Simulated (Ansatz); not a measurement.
# NClO (nitrosyl chloride) at r2SCAN/STO-3G

What is the electronic atomisation energy of NClO (nitrosyl chloride) at r2SCAN/STO-3G? 

Program for the calculation: Ansatz 0.2.0.

50 further runs of the same task are left out: 5 that didn't finish, 45 set aside as unsound or not needed.

**1. The system as given**

NClO: 3 atoms, total charge 0, spin state singlet. SMILES: `O=NCl`. The coordinates come from a PBE0-D4/def2-TZVP relaxation.

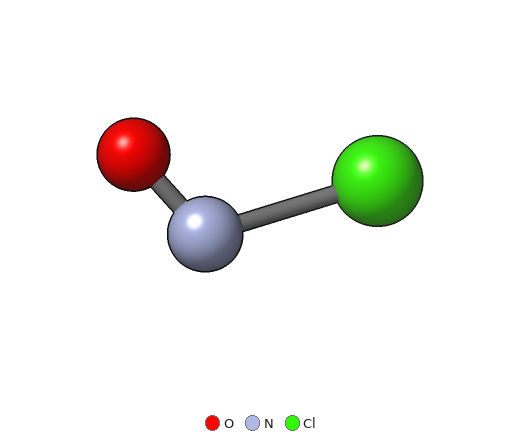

Viewed from a chosen angle; oxygen red, nitrogen light blue, chlorine green.

**2. The energy at r2SCAN/STO-3G**

File in.yaml:

```yaml
crystal:
  periodic: [false, false, false]
  atoms:
    - {symbol: O, position_ang: [1.000080, -0.338330, 0.513880]}
    - {symbol: "N", position_ang: [0.052050, -0.599550, -0.035840]}
    - {symbol: Cl, position_ang: [-1.052130, 0.937900, -0.478040]}
basis:
  gaussian: {orbitals: STO-3G}
hamiltonian: {xc: {name: r2SCAN}}
accuracy: high
```

Launch:

```console
$ ansatz run in.yaml --threads 1 --pin off --max-ram 3480MiB --events-out events.jsonl --progress --plain --runs-dir runs
```

Standard output:

```text
Warning: RAYON_NUM_THREADS=1 ignored (pool sized by the plan → 1); use --threads N
Functional definition: r2SCAN
  name "r2SCAN"
  parameter k0 = 0.174
  parameter k1 = 0.065
  parameter a1 = 4.9479
  exchange = r2scan_x(k0 = k0, k1 = k1, a1 = a1)
  correlation = r2scan_c
323 factors; integrals over basis functions are off by at most 3.2e-8 eV
mean field evaluation 1: about -15868.5710 eV, gradient 2.0e1 eV
mean field evaluation 2: about -15797.7266 eV, gradient 8.9e1 eV
mean field evaluation 4: about -15871.4020 eV, gradient 1.2e1 eV
mean field evaluation 8: about -15871.8127 eV, gradient 1.2e-1 eV
mean field evaluation 16: about -15871.7779 eV, gradient 2.5e-5 eV
mean field -15871.77790110 eV, -583.2770795879 hartree, gradient 2.8e-8 eV, S^2 0.000000; 0 other end points of the search recorded, 0 dependent functions left out
reference -15871.77790127 eV, -583.2770795940 hartree; 16, 16 occupied and 3, 3 virtual orbitals, 323 factors
Total energy: -15871.77790127 eV, -583.2770795940 hartree
```

Wall time 2.4 s (1 thread of Arm Neoverse V1, shared host); peak memory 0.12 GiB.

**3. The Cl atom, same level**

File in.yaml:

```yaml
crystal:
  periodic: [false, false, false]
  atoms:
    - {symbol: Cl, position_ang: [0.000000, 0.000000, 0.000000]}
basis:
  gaussian:
    orbitals: STO-3G
magnetization:
  spin_polarized: true
  initial_magnetization: 1
hamiltonian:
  xc: r2scan
accuracy: high
```

Run the same way, it converges to -455.11379 Eh (log not shown).

**4. The N atom, same level**

File in.yaml:

```yaml
crystal:
  periodic: [false, false, false]
  atoms:
    - symbol: "N"
      position_ang: [0.000000, 0.000000, 0.000000]
basis:
  gaussian:
    orbitals: STO-3G
magnetization:
  spin_polarized: true
  initial_magnetization: 3
hamiltonian:
  xc: {name: r2SCAN}
accuracy: high
```

Run the same way, it converges to -53.87650 Eh (log not shown).

**5. The O atom**

File input.yaml:

```yaml
crystal:
  periodic: [false, false, false]
  atoms:
    - symbol: O
      position_ang: [0.000000, 0.000000, 0.000000]
basis:
  gaussian:
    orbitals: STO-3G
hamiltonian:
  xc: r2scan
accuracy: high
magnetization:
  spin_polarized: true
  initial_magnetization: 2
```

Run the same way, it converges to -74.01525 Eh (log not shown).

**6. What came out**

Level: r2SCAN/STO-3G.

```
                     quantity          value
       molecule: total energy  -583.27708 Eh
        Cl atom: total energy  -455.11379 Eh
                Cl atom: ⟨S²⟩          0.750
         N atom: total energy   -53.87650 Eh
                 N atom: ⟨S²⟩          3.750
         O atom: total energy   -74.01525 Eh
                 O atom: ⟨S²⟩          2.000
electronic atomisation energy       7.389 eV
```

**Reading.** Taking the molecule apart into free atoms costs 7.39 eV (170 kcal/mol), before zero-point energy and without spin-orbit coupling. In a minimal basis such a difference can be off by several eV, whatever the method.
